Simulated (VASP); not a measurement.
Input:

```yaml
crystal:
  lattice:
    - [3.35720, 1.93828, 6.13700]
    - [-3.35720, 1.93828, 6.13700]
    - [0.00000, -3.87656, 6.13700]
  atoms:
    - { symbol: As, position: [0.34069, 0.34069, 0.34069] }
    - { symbol: As, position: [0.15931, 0.15931, 0.15931] }
    - { symbol: As, position: [0.65931, 0.65931, 0.65931] }
    - { symbol: As, position: [0.84069, 0.84069, 0.84069] }
    - { symbol: Se, position: [0.55433, 0.94567, 0.25000] }
    - { symbol: Se, position: [0.25000, 0.55433, 0.94567] }
    - { symbol: Se, position: [0.94567, 0.25000, 0.55433] }
    - { symbol: Se, position: [0.44567, 0.05433, 0.75000] }
    - { symbol: Se, position: [0.75000, 0.44567, 0.05433] }
    - { symbol: Se, position: [0.05433, 0.75000, 0.44567] }
```

Method: PBEsol GGA, VASP's PBE PAW potentials (set 64) (plane waves; VASP). Run with 400 eV cut-off, 6×6×6 Γ-centred mesh, tetrahedra with Blöchl corrections, potentials As Se.

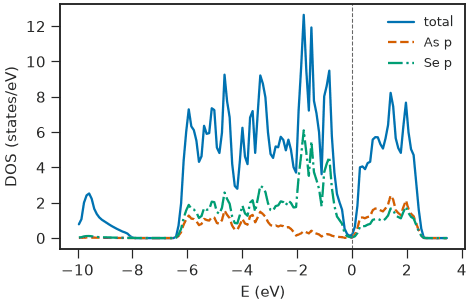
*Total and projected density of states, zero at the Fermi level*

Within 2 eV below the Fermi level the largest weight inside VASP's projection spheres is Se p.

It has no gap at this level: it comes out as a metal or semimetal.

The structure was generated: As2Se3 was put into the corundum type (R-3c), which need not be its known phase. It was relaxed first, which changed the volume by +15 %.
